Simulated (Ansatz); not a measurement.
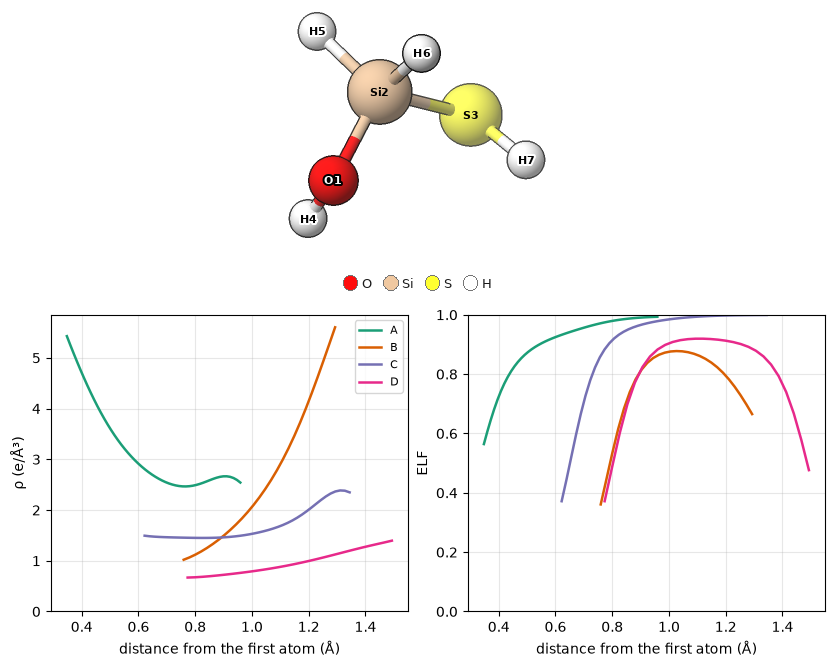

*H4OSSi (SMILES O[SiH2]S). Electron density and electron localisation function along straight lines between neighbouring atoms. The curves leave out the atomic cores. The structure is drawn too.*

Geometry: PBE0-D4/def2-TZVP.

These are results of RKS PBE0-D4/def2-TZVPP in Ansatz, not measurements.

```yaml
atoms:
  - { symbol: O, position_ang: [-1.4346, -0.3820, 0.1849] }
  - { symbol: Si, position_ang: [-0.0475, 0.4965, 0.1730] }
  - { symbol: S, position_ang: [1.5653, -0.4757, -0.8288] }
  - { symbol: H, position_ang: [-1.7453, -0.7224, -0.6561] }
  - { symbol: H, position_ang: [-0.1849, 1.7705, -0.5763] }
  - { symbol: H, position_ang: [0.2572, 0.7279, 1.6004] }
  - { symbol: H, position_ang: [1.6511, -1.4830, 0.0572] }
```

Which curve belongs to which contact (O–H, Si–O, Si–S and S–H)? The first atom named is at distance zero.

Curve A: O–H (0.96 Å): ρ at the midpoint is about 3.8 e/Å³; the ELF climbs to about 1 towards the hydrogen, as it does in any bond to H (an ordinary covalent bond to hydrogen). Curve B: Si–O (1.64 Å): the density is about 1.2 e/Å³ at the midpoint; the ELF peaks at about 0.90 between the atoms: a shared but strongly polarised pair. Curve C: S–H (1.34 Å): the density is about 1.5 e/Å³ at the midpoint; the ELF climbs to about 1 towards the hydrogen. Curve D: Si–S (2.13 Å): ρ at the midpoint is about 0.85 e/Å³; the ELF peaks at about 0.90 between the atoms, as expected for a shared electron pair.
